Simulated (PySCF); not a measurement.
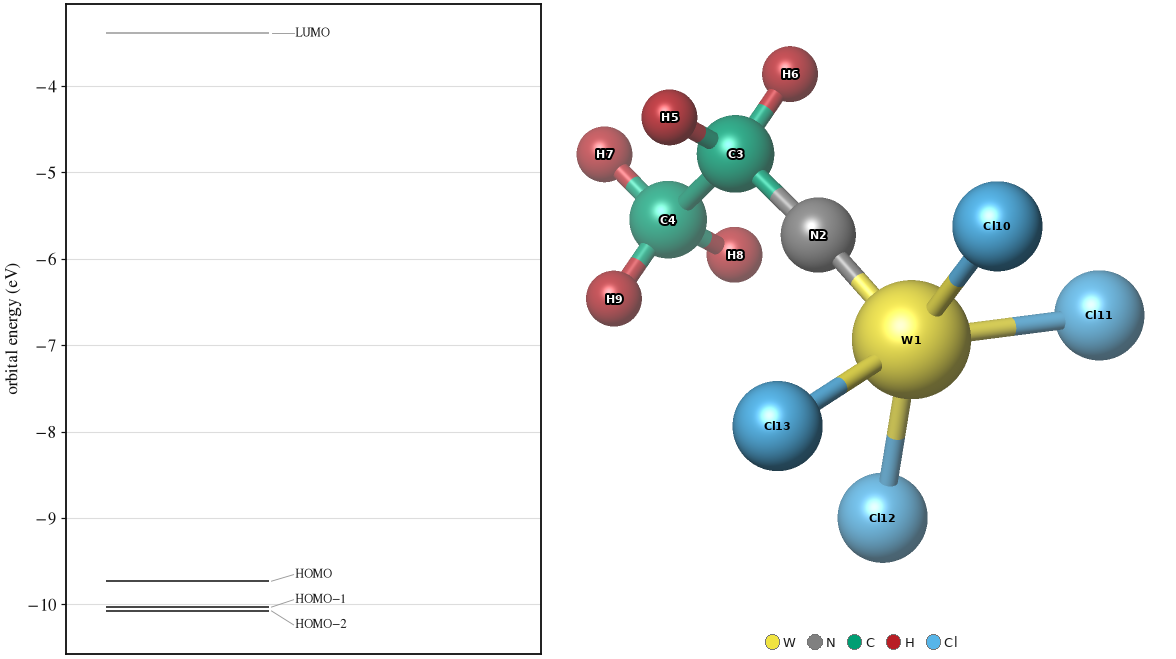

C₂H₅Cl₄NW, singlet. Kohn-Sham orbital energies near the frontier, CAM-B3LYP/def2-SVPD with PySCF 2.14.0, at a PBE0-D3(BJ)/def2-SVP geometry (no frequency check), isolated molecule; empty levels in grey, levels within 0.03 eV side by side.

Q: Where do the frontier orbitals lie?

A: HOMO at −9.73 eV, LUMO at −3.39 eV, 6.34 eV apart.

Q: On which atoms do HOMO and LUMO mostly sit?

A: HOMO: Cl11 26 %, Cl10 26 %, Cl12 24 %. LUMO: W1 66 %, Cl13 8 %, Cl10 8 % (Löwdin shares).

Q: List the levels with the atoms that carry most of them (a dash for levels above zero or within 0.03 eV of another, where shares mean little).

A:
| orbital | energy (eV) | Löwdin shares |
| --- | --- | --- |
| LUMO | −3.39 | W1 66 %, Cl13 8 %, Cl10 8 % |
| HOMO | −9.73 | Cl11 26 %, Cl10 26 %, Cl12 24 % |
| HOMO−1 | −10.03 | Cl11 27 %, Cl13 25 %, N2 21 % |
| HOMO−2 | −10.08 | Cl10 27 %, Cl12 24 %, N2 21 % |

Caveats: effective core potentials, which hold scalar relativity, on atoms heavier than Kr; spin-orbit coupling is left out, and with W it can shift these levels and split any degenerate set; one conformer of a flexible molecule.
